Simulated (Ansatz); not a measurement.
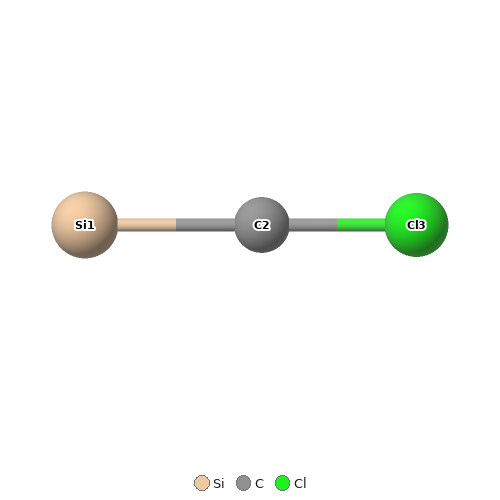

The system is CClSi, SMILES [Si+]#CCl, charge +1; the picture shows the reference structure. The first coordinate is: angle Si1–C2–Cl3 (carried through 180); the second: change of the bonds C2–Si1, C2–Cl3, all alike. Nothing is relaxed (all other coordinates rigid). Grid: 13 × 13 points; 112 points were computed and 57 follow by symmetry. Points are written as (first, second). Energies are in eV, from the lowest grid point. Level of theory: RKS PBE0-D4/def2-TZVP (Ansatz).

Its coordinates:

```xyz
3

Si    0.5363    1.5584    0.4664
C    -0.0237   -0.0682   -0.0205
Cl   -0.5126   -1.4902   -0.4459
```

Range: angle Si1–C2–Cl3 (carried through 180) from 140.0 to 220.0°; change of the bonds C2–Si1, C2–Cl3, all alike from −0.184 to 0.285 Å.

**Predict the map.**

The lowest grid point is at (180.0°, 0.011 Å). It is the only kind of minimum in the scanned range. The highest grid point, (140.0°, −0.184 Å), lies 1.88 eV above the lowest. Round the minimum the two coordinates are nearly uncoupled.

| second ↓, first → | 140.0 | 146.7 | 153.3 | 160.0 | 166.7 | 173.3 | 180.0 | 186.7 | 193.3 | 200.0 | 206.7 | 213.3 | 220.0 |
| --- | --- | --- | --- | --- | --- | --- | --- | --- | --- | --- | --- | --- | --- |
| 0.285 | 1.59 | 1.59 | 1.60 | 1.62 | 1.63 | 1.63 | 1.64 | 1.63 | 1.63 | 1.62 | 1.60 | 1.59 | 1.59 |
| 0.246 | 1.30 | 1.29 | 1.29 | 1.29 | 1.29 | 1.30 | 1.30 | 1.30 | 1.29 | 1.29 | 1.29 | 1.29 | 1.30 |
| 0.207 | 1.03 | 1.01 | 0.99 | 0.99 | 0.98 | 0.98 | 0.98 | 0.98 | 0.98 | 0.99 | 0.99 | 1.01 | 1.03 |
| 0.168 | 0.79 | 0.75 | 0.72 | 0.71 | 0.70 | 0.69 | 0.69 | 0.69 | 0.70 | 0.71 | 0.72 | 0.75 | 0.79 |
| 0.128 | 0.58 | 0.53 | 0.49 | 0.46 | 0.44 | 0.43 | 0.43 | 0.43 | 0.44 | 0.46 | 0.49 | 0.53 | 0.58 |
| 0.089 | 0.43 | 0.36 | 0.30 | 0.27 | 0.24 | 0.22 | 0.22 | 0.22 | 0.24 | 0.27 | 0.30 | 0.36 | 0.43 |
| 0.050 | 0.30 | 0.23 | 0.17 | 0.12 | 0.09 | 0.08 | 0.07 | 0.08 | 0.09 | 0.12 | 0.17 | 0.23 | 0.30 |
| 0.011 | 0.24 | 0.16 | 0.10 | 0.05 | 0.02 | 0.01 | 0.00 | 0.01 | 0.02 | 0.05 | 0.10 | 0.16 | 0.24 |
| −0.028 | 0.27 | 0.19 | 0.12 | 0.08 | 0.05 | 0.03 | 0.02 | 0.03 | 0.05 | 0.08 | 0.12 | 0.19 | 0.27 |
| −0.067 | 0.42 | 0.33 | 0.27 | 0.22 | 0.19 | 0.17 | 0.16 | 0.17 | 0.19 | 0.22 | 0.27 | 0.33 | 0.42 |
| −0.106 | 0.72 | 0.62 | 0.55 | 0.50 | 0.47 | 0.46 | 0.45 | 0.46 | 0.47 | 0.50 | 0.55 | 0.62 | 0.72 |
| −0.145 | 1.19 | 1.09 | 1.02 | 0.97 | 0.94 | 0.92 | 0.92 | 0.92 | 0.94 | 0.97 | 1.02 | 1.09 | 1.19 |
| −0.184 | 1.88 | 1.77 | 1.70 | 1.65 | 1.62 | 1.60 | 1.60 | 1.60 | 1.62 | 1.65 | 1.70 | 1.77 | 1.88 |

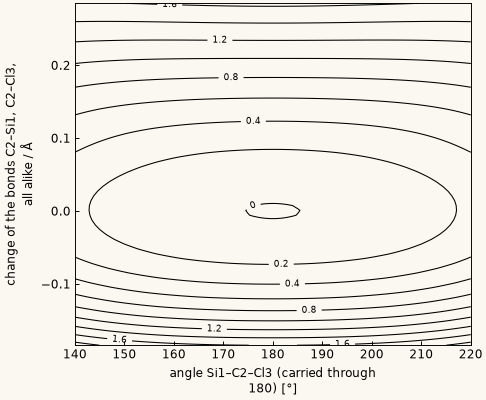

The picture shows contour lines labelled in eV. Between grid points the surface is interpolated.

The whole map (112 points run) took 18 min on 1 thread of Intel(R) Xeon(R) Platinum 8375C CPU @ 2.90GHz (Ice Lake), with other jobs on the host.
